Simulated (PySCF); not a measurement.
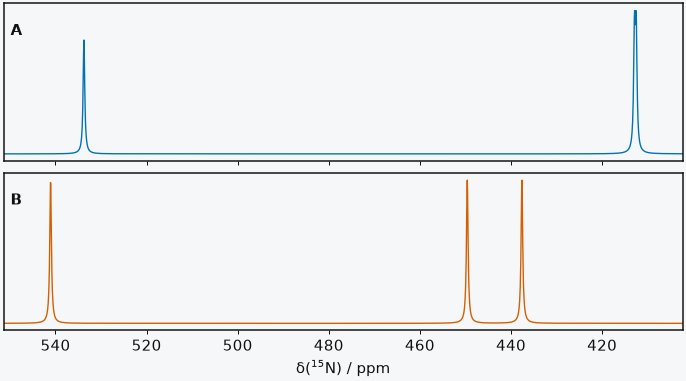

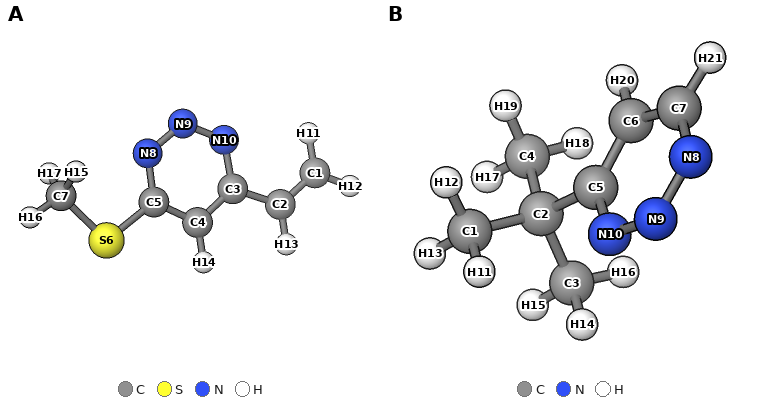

Related molecules: A is C₆H₇N₃S, SMILES C=Cc1cc(SC)nnn1; B is C₇H₁₁N₃, SMILES CC(C)(C)c1ccnnn1. GIAO ¹⁵N shifts against NH₃ (¹⁵N: a single molecule, while the usual scales start at liquid NH₃ or nitromethane; multiply bonded nitrogen can come out tens of ppm too deshielded), PBE0/pcSseg-1, PySCF 2.14.0, at a PBE0-D3(BJ)/def2-SVP geometry (no frequency check); fully decoupled, line heights follow the number of nuclei within a panel, widths are arbitrary (no quadrupolar broadening); values of one conformer, averaged over nuclei that symmetry, rotation about single bonds or inversion at nitrogen exchange, these motions taken as fast.

> Assign the ¹⁵N signals of each molecule.

A: 533.8 (N9); 412.9 (N10); 412.5 (N8)
B: 541.1 (N9); 449.6 (N10); 437.6 (N8)

The order of signals that lie close, as those under 3 ppm apart, is within the error of the method.
